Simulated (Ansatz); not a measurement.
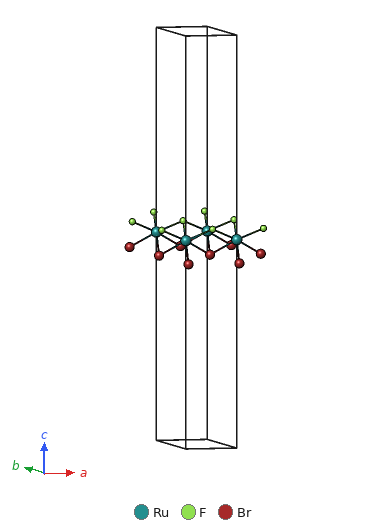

An orthographic ball-and-stick view of the structure, from the side at a slight tilt. The parallelepiped is the simulation cell. Some atoms of the next cells are drawn as well.

RuBrF, a = 3.55 Å, b = 3.55 Å, c = 29.31 Å, α = 90.00°, β = 90.00°, γ = 120.00°.

Results below were computed with DFT, LDA, plane waves, PAW in Ansatz; the settings were a 420 eV plane-wave basis, a 12×12×1 mesh of k-points, no spin polarisation.

> What is the electronic character?

A semiconductor at this level, with a gap of 1.04 eV, indirect; the smallest direct gap is 1.24 eV.

It derives from a structure type filled with these elements by a generator (whether the compound takes this form wasn't checked). Earlier steps of the study, as a rule a relaxation of our own, may have changed the cell and positions, so they can lie some per cent off the listed ones. It went into a calculation with Ansatz.

At this level of theory the run's own cell isn't at rest (forces up to 1.2 eV/Å), so its distances can differ from those at equilibrium, the more so the softer the solid.
